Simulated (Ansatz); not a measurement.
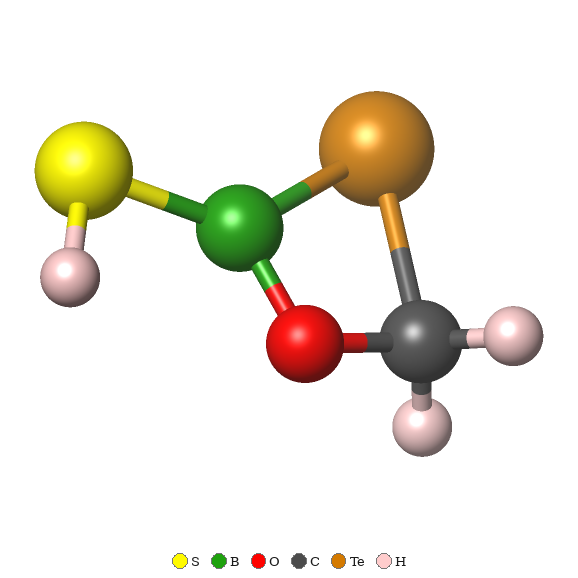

Computed geometry: PBE-D4/def2-SVP optimisation. No frequency run is at hand to confirm it as a minimum.

Give the structural formula.

SMILES: SB1OC[Te]1

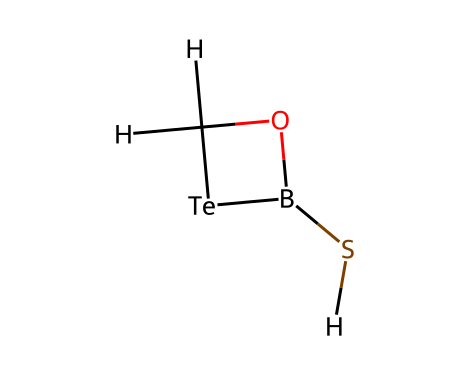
